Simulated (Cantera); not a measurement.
Charge: 1 mol CaS, 0.91 mol H₂S, a varied amount of H₂O, at 1575 °C and 76.0 mbar.

These are equilibrium values from Cantera (NASA tables, ideal gas, pure condensed phases), not measurements of a reactor. Candidate condensed phases: Ca, CaO, Ca(OH)₂, CaS, CaSO₄, H₂O, H₂SO₄, S; 25 gas species. The numbers say what is thermodynamically allowed, not how fast it happens.

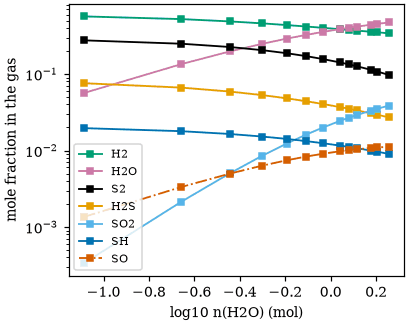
Figure. Equilibrium gas composition (values under 1e-9 drawn at 1e-9)

From 0.082 mol H₂O to 1.8 mol H₂O the condensed part is CaS(s). The main Ca-bearing gas is CaS at 0.082 mol H₂O and Ca(OH)₂ at 1.8 mol H₂O.
